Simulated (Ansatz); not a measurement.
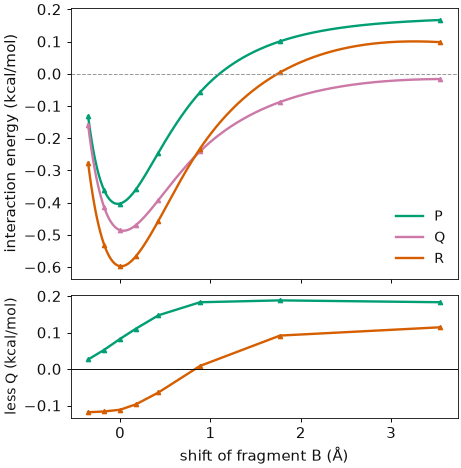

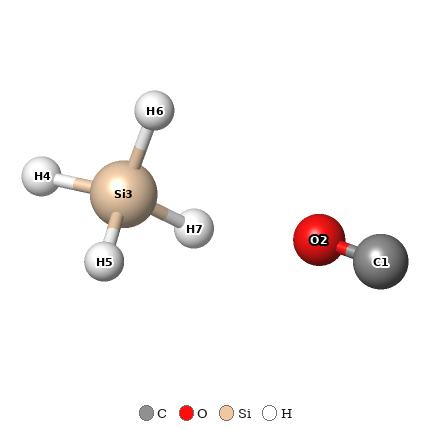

Interaction curve of the pair CO (A) and H₄Si (B), SMILES [C-]#[O+].[SiH4], from the arrangement drawn (closest contact, H···H pairs aside, O2···H5 3.34 Å and its like; others can bind more strongly), without the energy that it costs to deform the partners. The Ansatz code, def2-TZVPPD, cores frozen in correlated methods. Fragment B of a pair is moved rigidly from the minimum (PBE0-D4/def2-TZVP) along the line between the fragments' mean atom positions; interaction energies with counterpoise. Splines pass through the computed points, which are marked.

Question: The curves are B3LYP-D4, CCSD(T) and PBE-D4. Which is which?

Answer: P: B3LYP-D4 (−0.24 kcal/mol at 0.42 Å); Q: CCSD(T) (−0.39 kcal/mol at 0.42 Å); R: PBE-D4 (−0.46 kcal/mol at 0.42 Å).
